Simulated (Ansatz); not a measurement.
**C$_{3}$H$_{11}$NSi: density, localisation and related maps**

```xyz
16

C     0.2426   -1.6483   -0.9581
C     0.9403   -0.6366   -0.0598
N     0.1478    0.5266    0.2814
C    -0.0951    1.4451   -0.8050
Si   -0.8175    0.5639    1.7002
H    -0.0419   -1.2059   -1.9156
H    -0.6629   -2.0334   -0.4823
H     0.9022   -2.4942   -1.1682
H     1.2451   -1.1280    0.8698
H     1.8654   -0.2956   -0.5460
H    -0.7612    1.0450   -1.5818
H     0.8514    1.7183   -1.2884
H    -0.5486    2.3641   -0.4260
H    -0.0714   -0.1429    2.7753
H    -1.0587    1.9879    2.0570
H    -2.1603   -0.0887    1.5918
```

Geometry: PBE0-D4/def2-TZVP.

Computed with Ansatz 0.2.0, RKS PBE0-D4/def2-TZVPP.

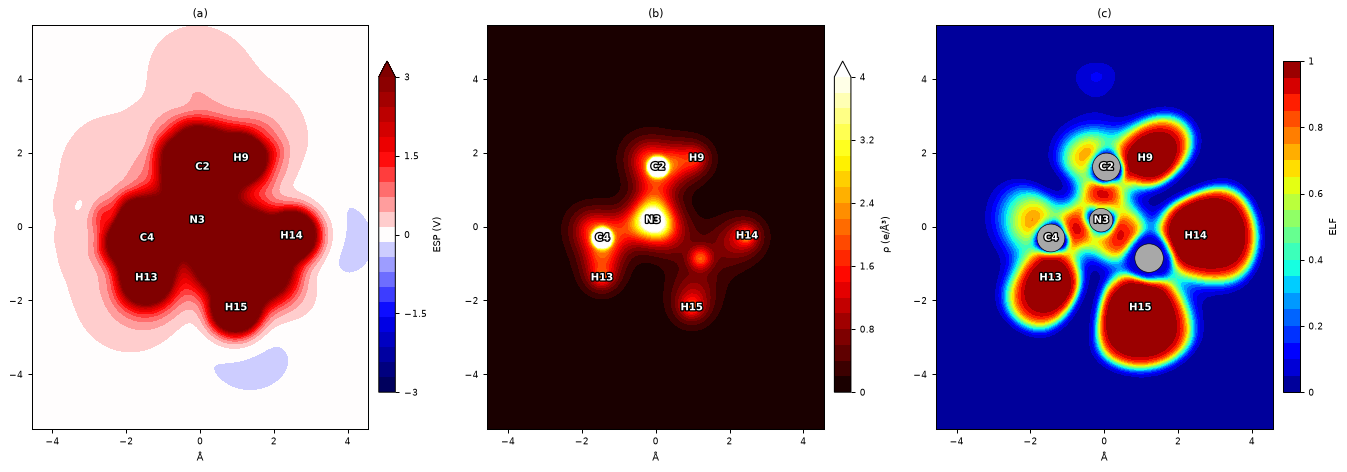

Figure 1. (a) molecular electrostatic potential; (b) total electron density; (c) electron localisation function on the plane of atoms C2, N3 and C4. Grey discs cover the atomic cores in the ELF map.

> Describe what can be read from this map.

The section cuts through C, N and H sites.
C–N (1.44 Å): ρ is about 2 e/Å³ halfway; the ELF peaks at about 0.90 between the atoms: a covalent bond.
C–H (1.09 Å): ρ is about 2 e/Å³ halfway; the ELF climbs to about 1 towards the hydrogen, as it does in any bond to H; an ordinary covalent bond to hydrogen.
The potential has no marked negative region in this plane.

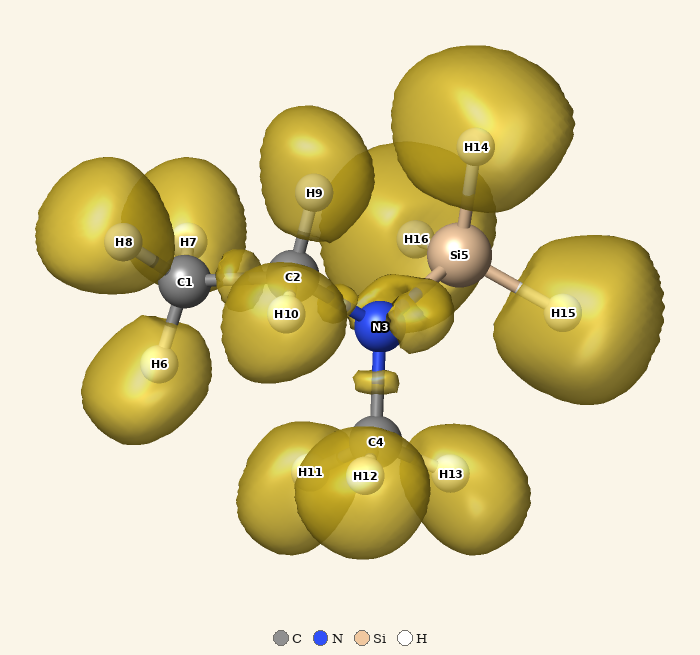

Figure 2. Isosurface of the ELF at 0.85 (yellow), seen at a tilt. Only the valence region is drawn (cores and ρ < 0.01 e/Å³ removed).

> Where are the electrons localised?

The surface consists of one region between bonded C–C atoms (shared pairs), two regions between bonded C–N atoms (shared pairs), one region between bonded N–Si atoms (shared pairs) and eleven regions around hydrogen nuclei. Profiles from the grid: C–C (1.52 Å): the ELF peaks at about 0.95 between the atoms; localised, covalent bonding.

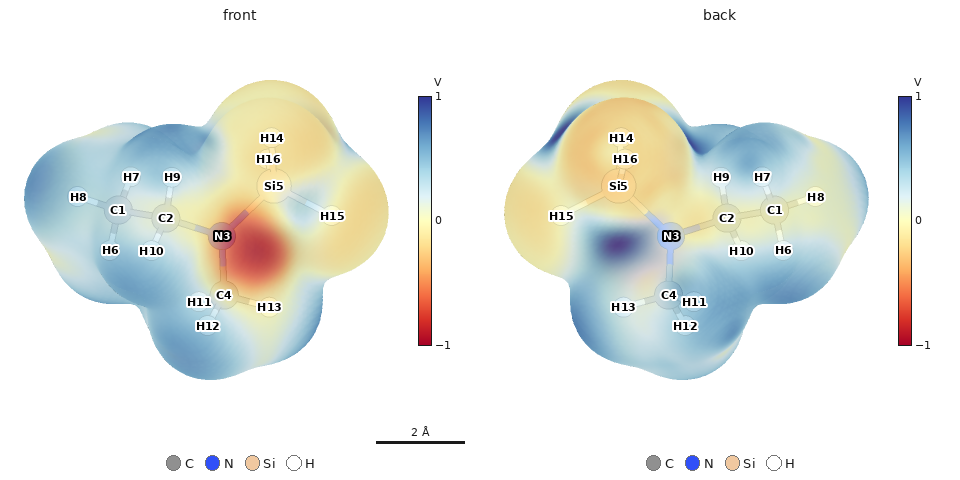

Figure 3. The molecular electrostatic potential painted on the density surface at 0.002 e/bohr³, seen from the front and from behind; the colour scale runs from red (negative) to blue (positive).

> Describe the electrostatic potential map.

The most negative region (about −0.8 V, or −18 kcal/mol for a unit charge) lies over N3, the most positive (about +0.9 V, or +21 kcal/mol for a unit charge) over Si5.

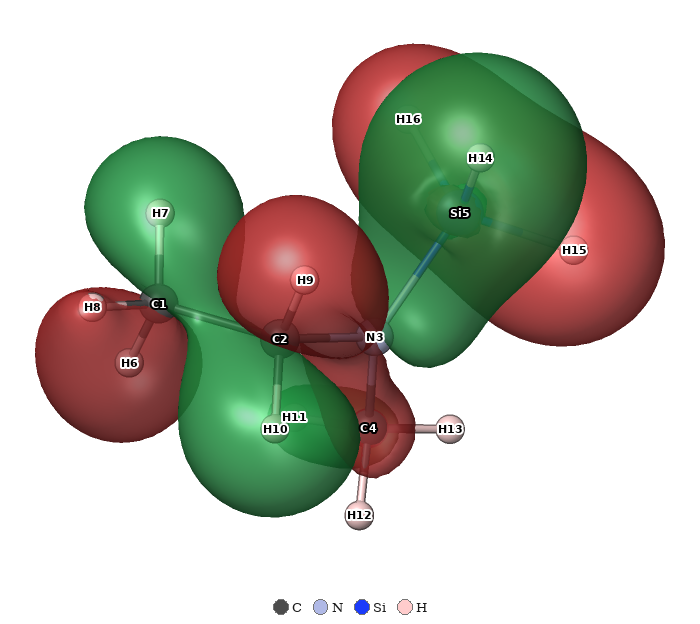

Figure 4. The HOMO−1 at ±0.06 Å⁻³ᐟ² (green and red are the two phases), seen at a tilt.

> What is the character of this orbital?

Its weight (Hirshfeld) is mainly on Si5 (about 20 %), C2 (about 15 %), H14 (about 15 %), H15 (about 10 %), C1 (about 10 %) and H9 (about 5 %). Its energy is −9.29 eV.
